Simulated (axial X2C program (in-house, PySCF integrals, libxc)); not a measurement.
# Relativistic diatomic calculation for BaAg

BaAg, single determinant with Ω = 1/2. The distance is the PBE0 minimum at charge 0. Computed at this level: expectation values, HF and Kohn-Sham, two-component X2C with atomic mean-field Coulomb and Gaunt terms, Ba dyall-cv3z, Ag dyall-cv3z (cores contracted) (axial X2C program (in-house, PySCF integrals, libxc)).

Summary:

| quantity | value |
| --- | --- |
| outcome | converged; the levels of theory disagree widely |
| hardware | 1 thread of Arm Neoverse N1, 98 GiB of memory available, shared host |
| wall time | 24 s |
| peak memory | 0.74 GiB |

The input:
```
{"zs": [56, 47], "q": 0, "bas": ["dyall-cv3z", "dyall-cv3z"], "r0": 3.24, "levels": ["PBE0", "HF", "PBE50", "TPSSh", "r2SCAN"], "nst": 2}
```

The line is the task of a batch: nuclear charges, charge, bases, the levels to run, a first guess of the distance and further settings. This report covers the levels named above. The log is that of the reference distance, started from orbitals converged before.

Launched within a batch (the task file carries these settings):
```bash
python <driver script> task.json out
```

Log:
```
two-component X2C + atomic mean field  PBE0
basis functions 295  fitting functions 1380  grid points 5804
iter        total energy     max residual
   1     -13444.093334502     7.10e-06
   2     -13444.093334510     5.94e-06
   3     -13444.093334512     2.66e-06
converged
one-electron -19316.23790803  Coulomb 5780.71027567  exact exchange -86.20105426  xc functional -263.71008076  nuclear repulsion 449.43350085  atomic mean-field constant -8.08806799
```

Expectation values by level of theory:

| quantity | PBE0 | HF | PBE50 | TPSSh | r2SCAN |
| --- | --- | --- | --- | --- | --- |
| effective field for an electron dipole moment (GV/cm) | −6.34 | −3.94 | −7.16 | −5.83 | −6.45 |
| field gradient at the first nucleus (a.u.) | −1.54 | −2.00 | −1.71 | −1.48 | −1.55 |
| field gradient at the second nucleus (a.u.) | 0.322 | 0.150 | 0.193 | 0.370 | 0.406 |
| A∥/gI, first nucleus (MHz) | 2770 | 2080 | 2650 | 2630 | 3070 |
| A∥/gI, second nucleus (MHz) | 1180 | 1270 | 1280 | 1140 | 935 |

Each column comes from one determinant, in a basis with contracted cores. The levels disagree widely: the field gradient at the second nucleus runs from 0.150 to 0.406 a.u. They may not all have settled in the same state, and these values aren't reliable properties of the molecule.

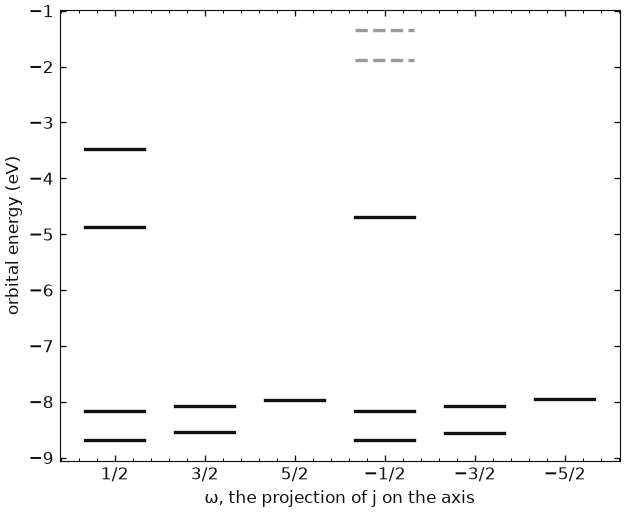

Figure 1. Orbital energies (PBE0) near the frontier at 3.10 Å, filled (solid) and empty (dashed). The highest filled spinor (1/2; 43 % Ba s, 23 % Ba p) lies at −3.48 eV, the lowest empty one (−1/2; 49 % Ba s, 24 % Ba p) at −1.87 eV.
